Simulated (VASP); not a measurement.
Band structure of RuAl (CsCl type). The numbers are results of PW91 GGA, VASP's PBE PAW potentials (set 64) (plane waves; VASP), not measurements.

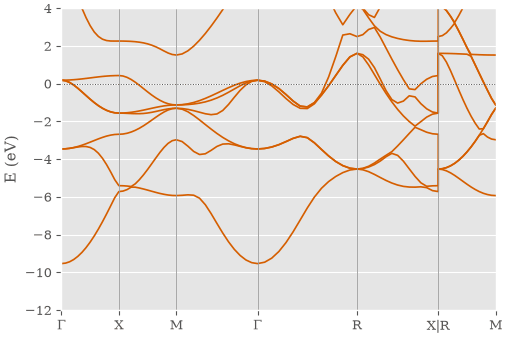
Fig. 1. Bands along high-symmetry lines, zero at the valence-band maximum or, without a gap, the Fermi level

Read the plot: is there a gap, and where are the band edges?

It has no gap at this level: it comes out as a metal or semimetal. (Edges off the drawn lines would not show.)

The compound is RuAl in the CsCl type structure. It was relaxed first. The electron count is odd and the run is not spin-polarised, which forces a metal.
